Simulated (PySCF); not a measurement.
BiCl (triplet)

```xyz
2

Bi    0.0000    0.0000   -0.3549
Cl    0.0000    0.0000    2.1211
```

Core potentials replace the inner electrons of Bi.

All numbers below come from PBE0/cc-pVDZ(-PP), non-relativistic Hamiltonian with scalar-relativistic core potentials where named, at a bond length of 2.476 Å (PySCF 2.14.0).

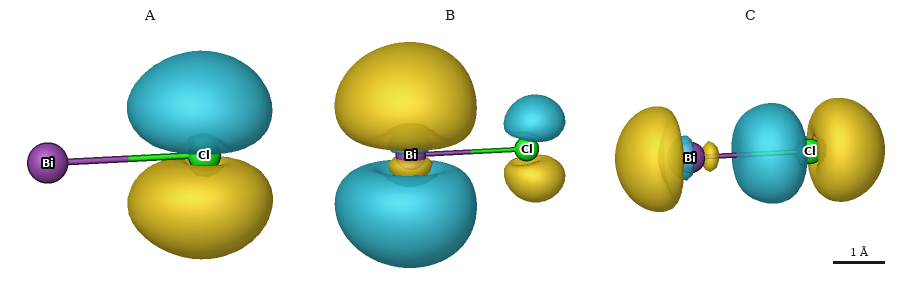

Figure 1. Three frontier β-spin orbitals, each drawn at the value that holds 80 % of its norm (yellow and cyan are the two phases), in no order; of a degenerate pair one member is drawn.

Question: Label each orbital by symmetry, say whether it is occupied, and order them by energy.

Answer: Orbital C: σ, occupied in this spin, −9.46 eV; shared between the atoms (Bi 30 %, Cl 70 %).
Orbital A: π, occupied in this spin, −8.65 eV; mainly on Cl (90 %).
Orbital B: π, empty in this spin, −2.94 eV; mainly on Bi (90 %).

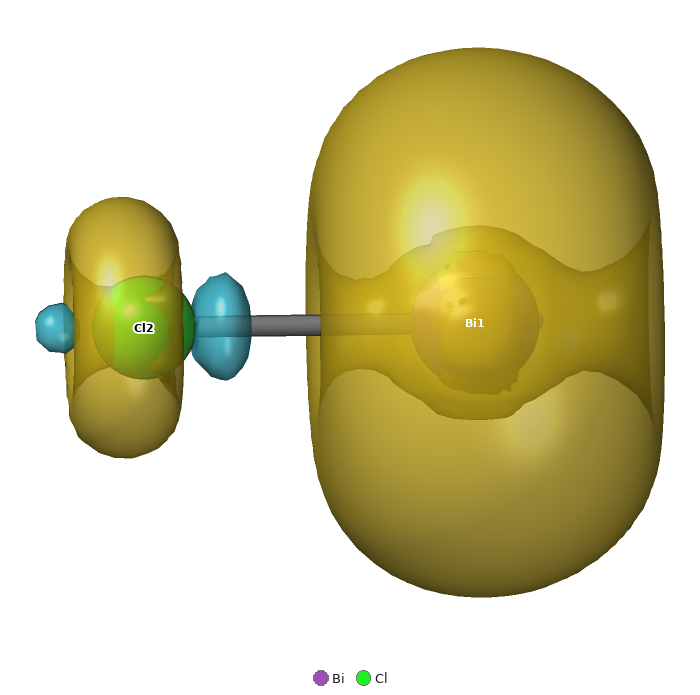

Figure 2. Isosurfaces of the spin density at +0.02 (yellow) and −0.02 e/Å³ (cyan), seen from one side.

Question: Describe the spin distribution.

Answer: The unpaired spin (2 electrons) lies mostly on Bi1 (about 1.9) and Cl2 (about 0.1), in electrons by Hirshfeld's partition.

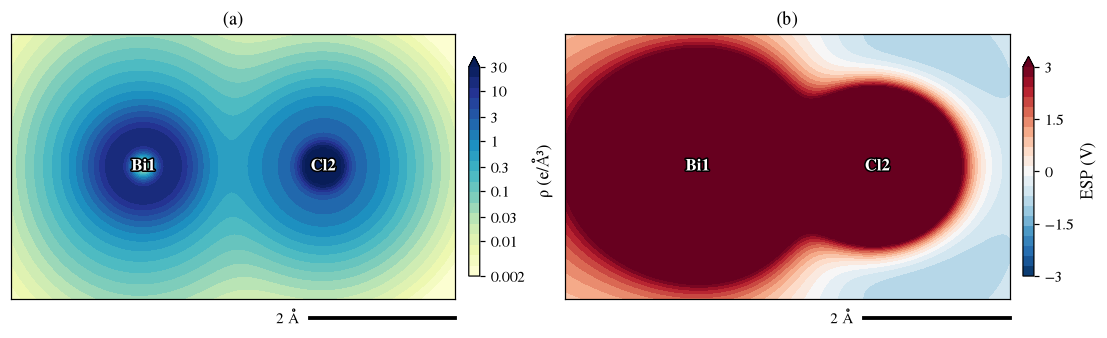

Figure 3. (a) electron density; (b) electrostatic potential on a plane that holds the molecular axis.

Question: Read the bonding off the picture.

Answer: The plane passes through Bi and Cl nuclei.
Bi–Cl (2.48 Å): ρ at the midpoint is about 0.48 e/Å³.
Outside the dense part of the molecule the potential is most negative (−1.0 V) near Cl2.
